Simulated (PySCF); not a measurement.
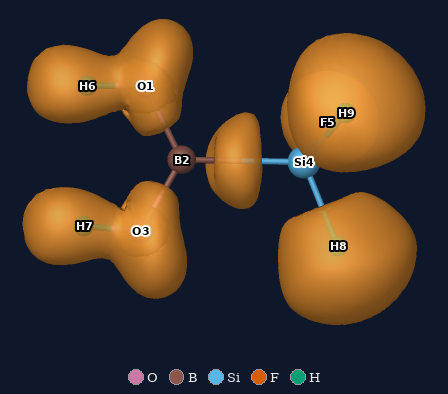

*BFH₄O₂Si (SMILES OB(O)[SiH2]F). Isosurface of the electron localisation function at 0.75 (orange), seen across its widest extent. Only the valence region is drawn (cores and ρ < 0.01 e/Å³ removed).*

Geometry: PBE0-D3(BJ)/def2-SVP.

Computed with PySCF, PBE0/pcSseg-1, SCF density, gas phase, non-relativistic.

The calculation's input:

```
{"job": {"kind": "nmr", "xc": "PBE0", "basis": "pcSseg-1"}, "charge": 0, "multiplicity": 1}
O      1.334853     0.581462     0.872718
B      0.569739    -0.180852     0.047306
O      1.014940    -1.286879    -0.607365
Si    -1.357899     0.405223    -0.222259
F     -2.138024     0.388773     1.216597
H      2.240204     0.276167     1.006955
H      1.940922    -1.511262    -0.453450
H     -2.111808    -0.494398    -1.145272
H     -1.436669     1.803741    -0.747212
```

Launched as:

```sh
OMP_NUM_THREADS=1 python probes_run.py task.json out
```

**Where are the electrons localised?**

At this value the surface marks out one region between bonded B–Si atoms (shared pairs), two regions around hydrogen nuclei, one region wrapped around F (its lone pairs, merged into a ring or cap) and two joined regions spread over several atoms (H, O), in which their bonds and any lone pairs are merged.

Values along the shortest contacts:
B–O (1.36 Å): the ELF peaks at about 0.90 between the atoms: a polar covalent bond. Si–F (1.64 Å): the ELF peaks at about 0.85 in the valence shell of F, 0.6 Å from its nucleus, and is about 0.50 at the midpoint.
